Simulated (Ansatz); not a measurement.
## Amorphous Sn12Te12O36

The cell was made by melting and quenching with the CHGNet potential and then relaxed with DFT. O atoms were pushed apart under 1.9 Å during the dynamics, to hinder bonds among them. The hot cell started wider than the set density and was brought back towards it in steps. It is the lowest in DFT energy of 2 quenches. It is a model cell: composition and starting density were chosen by hand, and all elements were melted together. No dispersion term was used.

Methods: PBE, scalar-relativistic without spin-orbit coupling (Ansatz, a first-principles code); r2SCAN, scalar-relativistic without spin-orbit coupling (Ansatz); HSE06, scalar-relativistic without spin-orbit coupling (Ansatz). Geometry, pressure, stress and energy are those of the PBE run. Its sampling: a 2×2×2 Γ-centred mesh; Fermi-Dirac width 0.02 eV; no spin polarisation. Other functionals are single points at the zone centre (r2SCAN at 500 eV; exact exchange cut at the cell's faces), free to take moments where seeds were set.

Number of atoms in the cell: 60
Density (volume relaxed, without dispersion): 4.98 g/cm^3
Volume per atom: 19.64 Å³
Pressure on a 2×2×2 Γ-centred mesh: 0.6 kbar
Largest force and stress component on that mesh (the relaxation ran on the zone centre alone): 0.20 eV/Å and 0.5 GPa
Gap on a 2×2×2 Γ-centred mesh (PBE): 1.04 eV
Gap at the zone centre (PBE): 1.39 eV
Gap at the zone centre (r2SCAN): 1.59 eV
Gap at the zone centre (HSE06): 2.12 eV

Neighbours within Sn-Sn 3.06 Å, Sn-Te 3.05 Å, Sn-O 2.62 Å, Te-Te 3.23 Å, Te-O 2.58 Å, O-O 1.58 Å count as bonded. Two cations that share two anions don't count as bonded, nor two that share one unless they lie closer than Sn-Sn 2.97 Å, Sn-Te 2.96 Å, Te-Te 2.95 Å.

The mean coordination of Sn by anions is 4.08 (6 with 3, 2 with 4, 1 with 5, 3 with 6); 2 close contacts or bonds to cations besides. The mean coordination of Te by anions is 3.08 (2 with 1, 1 with 2, 3 with 3, 6 with 4); 4 close contacts or bonds to cations besides, the mean coordination of O is 2.39 (1 with 1, 20 with 2, 15 with 3) and the mean Sn-O bond is 2.151 Å (spread 0.103 Å, 49 counted). The mean Te-O bond is 2.019 Å (spread 0.174 Å, 37 counted).

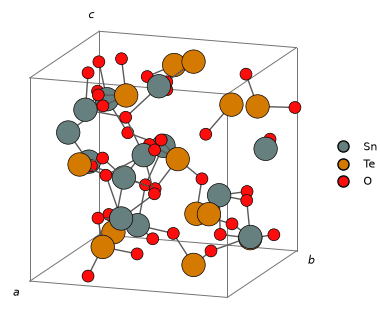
The relaxed cell

Its density started from a set value of 5.50 g/cm³. The quench (nominally 190 K/ps over its main leg) was far faster than any real one, so the model tends to hold more defects than a real film. A cell of this size samples the disorder only roughly. The volume was free in the relaxation, at fixed shape. On a 2×2×2 Γ-centred mesh force components of up to 0.20 eV/Å stay, since the relaxation ran on the zone centre alone.
